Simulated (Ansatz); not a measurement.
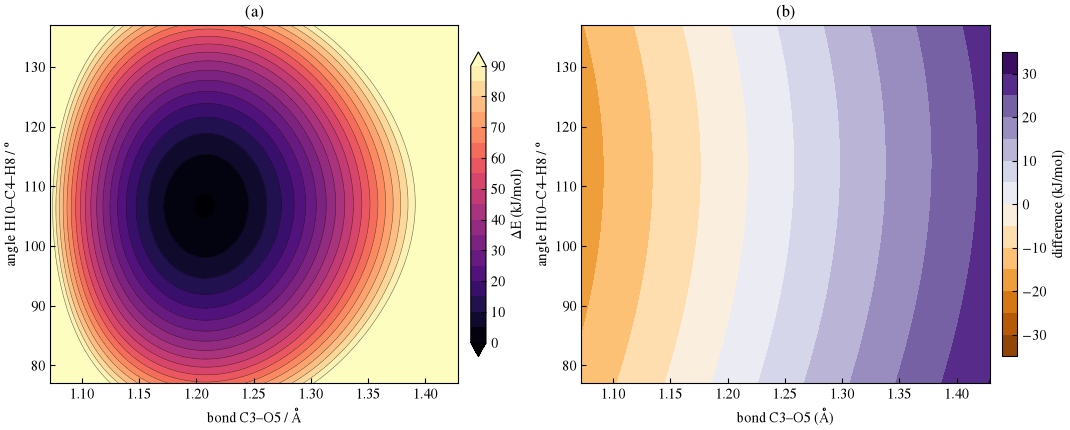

C₂H₅BO₂, SMILES BOC(C)=O. 
- Two internal coordinates are moved rigidly from the geometry relaxed at PBE0-D4/def2-TZVP, all others fixed.
- Coordinates scanned: (1) bond C3–O5; (2) angle H10–C4–H8.
- Grid: 5 × 5 points.
- Points are written as (first, second).
- Energies: kJ/mol, counted from each map's own lowest point.
- These are results of RKS PBE-D4/def2-TZVPP in Ansatz 0.2.0, not measurements.

Panel (a): RKS PBE-D4/def2-TZVPP (Ansatz). Panel (b): the map at RKS PBE0-D4/def2-TZVPP in Ansatz less the map of (a), each from its own lowest point.

Q: How does the change of method alter the landscape?

A: The difference runs from −17 kJ/mol at (1.072 Å, 107°) to 30 kJ/mol at (1.429 Å, 77°). The interpolated minimum moves from 1.2051 to 1.1901 Å in bond C3–O5 and 106.7 to 107.0° in angle H10–C4–H8.
